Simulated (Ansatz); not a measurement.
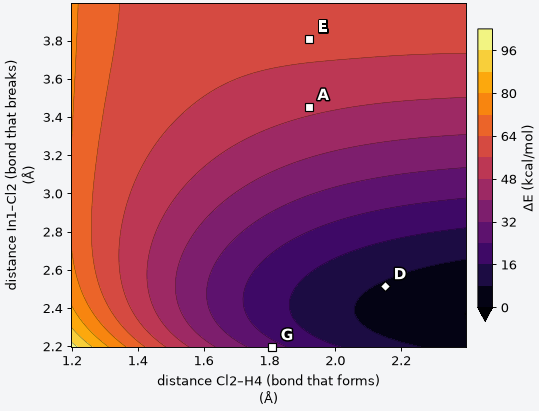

The reacting system CH3Cl2In (fragments CH₃Cl₂In where the first distance is long, CH₂ClIn + ClH where the second is long). 
- First axis: distance Cl2–H4 (bond that forms). Second axis: distance In1–Cl2 (bond that breaks).
- Relaxed at each point: all other coordinates.
- The grid has 13 × 13 points.
- Points are written as (first, second).
- All energies are given in kcal/mol relative to the lowest grid point.
- The reference is spin-restricted, so regions where a bond is pulled apart into radicals lie too high.
- Computed with RKS SPW92 (LDA)/def2-SVP in Ansatz.

Drawn: filled contours, lettered points. Between grid points the surface is interpolated.

Is A the lowest point of the computed grid?

Answer. No. A lies 49 kcal/mol above the lowest grid point, which is at (2.397 Å, 2.388 Å).

Rank the lettered points by energy, lowest first.

Answer. D (7 kcal/mol), G (27 kcal/mol), A (49 kcal/mol), E (58 kcal/mol).

What kind of point is each of A, D, E: minimum, saddle, maximum or slope?

Answer. A: on a slope; D: on a slope; E: on a slope. (In these two coordinates alone; a stationary point may lie a little off the grid point.)
